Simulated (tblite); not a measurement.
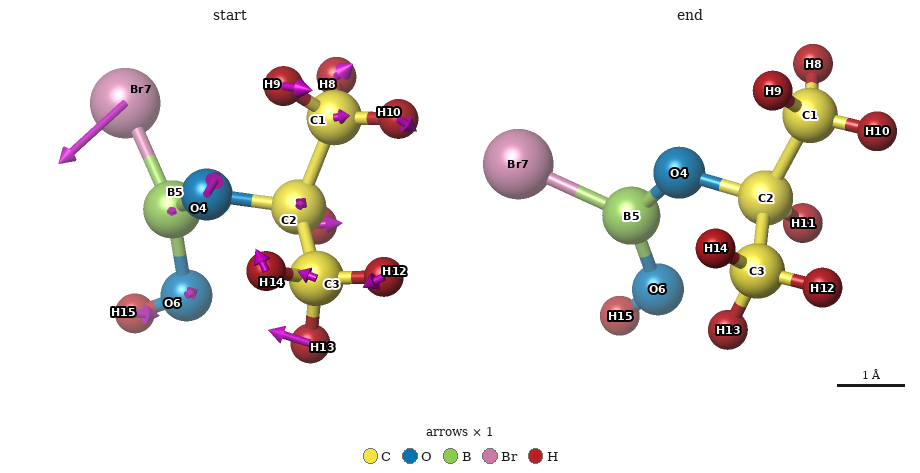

The structure of C$_{3}$H$_{8}$BBrO$_{2}$ before (left) and after (right) a relaxation, at one scale. The purple arrows give the displacements, at their true length.

Style: ball-and-stick. Shown from a free direction.

These are results of tblite 0.8.0, GFN2-xTB geometry optimisation, gas phase, not measurements. 

### What changed between the two?

Br7 moves most after the best rigid fit: 1.46 Å. Largest moves by element: Br 1.46 Å, H 0.67 Å, O 0.65 Å, C 0.31 Å, B 0.12 Å. Among the contacts that change: O4–B5 1.468 → 1.326 Å, B5–O6 1.454 → 1.345 Å, B5–Br7 1.996 → 1.909 Å, O6–H15 1.005 → 0.957 Å. Among the angles between lasting bonds that change: C2–O4–B5 110.3° → 125.6°, B5–O6–H15 111.6° → 119.2°, O4–B5–O6 118.4° → 124.4°. Groups turn about O4–B5 by about 65°, B5–O6 by about 40°, C2–O4 by about 40°. Over 71 geometry steps the energy falls by 1.582 eV. The run took 0.38 s on 1 thread of Arm Neoverse V2 (shared host).
